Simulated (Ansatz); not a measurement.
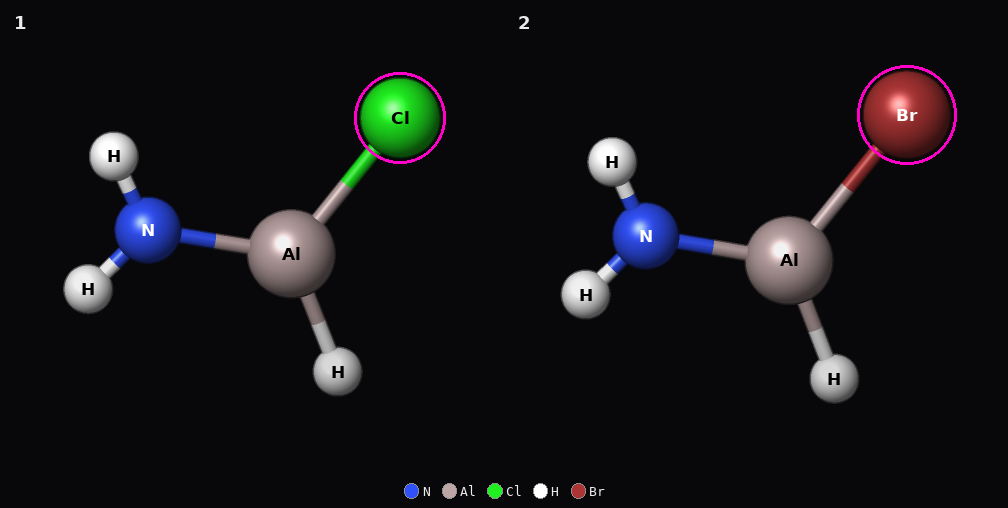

2 molecules with one skeleton, seen from the same side and at one scale; the atom that differs is circled. Charge 0, singlet. Computed geometries: PBE0-D4/def2-TZVP optimisations, one conformation each. Properties computed with Ansatz 0.2.0.

One atom differs, called X below: Cl in panel 1, Br in panel 2. Their formulas are AlClH3N (`[NH2][AlH][Cl]`), AlBrH3N (`[NH2][AlH][Br]`).

In which is the length of X–Al larger (PBE0-D4/def2-TZVP)?

In panel 2 (X = Br).

Give the values. With PBE0-D4/def2-TZVP: length of X–Al (Å), angle X–Al–H (°). With B3LYP-D4/def2-TZVPP: dipole moment (D), HOMO energy (Kohn–Sham orbital) (eV), HOMO–LUMO gap (eV), vertical ionisation energy (eV).

```csv
quantity,1 (Cl),2 (Br),2 − 1
length of X–Al (Å),2.098,2.258,+0.160
angle X–Al–H (°),120.6,120.8,+0.2
dipole moment (D),2.18,2.21,+0.03
HOMO energy (Kohn–Sham orbital) (eV),−7.55,−7.54,+0.01
HOMO–LUMO gap (eV),6.88,6.75,−0.13
vertical ionisation energy (eV),10.20,9.97,−0.23
```
